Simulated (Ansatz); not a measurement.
**Dissociation curves of BH2 (SMILES [BH2])**

BH2 has 3 atoms, charge 0, and is taken as a doublet. SMILES: `[BH2]`. The shape is that of a GFN2-xTB optimisation.

| atom | x (Å) | y (Å) | z (Å) |
| --- | --- | --- | --- |
| B | 0.2628 | -0.1662 | 0.1286 |
| H | 0.2800 | 0.9853 | 0.2610 |
| H | -0.5429 | -0.8191 | -0.3896 |

The B1–H3 distance is scanned; the parts on either side stay rigid. Basis 3-21G, 1 core orbital frozen in the correlated methods; program Ansatz 0.2.0. FCI is exact within this basis and core. Energies in eV from each method's value at 1.159 Å; open shells run as named. The shape above is that at 1.159 Å.

```tsv
distance (Å)	UB3LYP	UHSE06	RPA@PBE	UCCSDT	FCI
1.159	0.00	0.00	0.00	0.00	0.00
1.449	0.51	0.50	0.41	0.45	0.45
1.739	1.58	1.58	1.37	1.42	1.42
2.319	3.32	3.38	2.96	2.95	2.95
2.898	3.86	3.89	3.38	3.35	3.35
```

Departure from the FCI curve at its largest: UB3LYP +0.50 eV at 2.90 Å; UHSE06 +0.54 eV at 2.90 Å; RPA@PBE -0.05 eV at 1.74 Å; UCCSDT within 0.005 eV. For the functionals part of the departure is owed to the small basis.

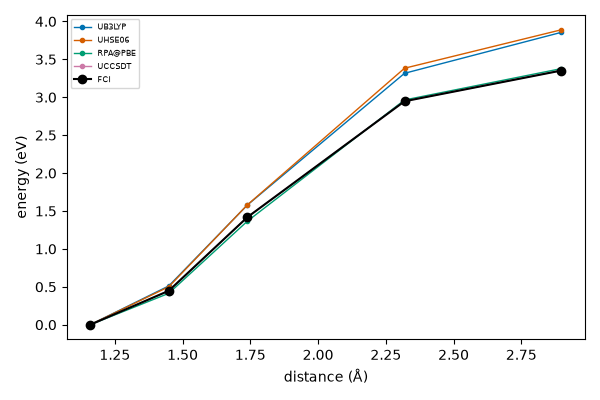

The curves of the table.
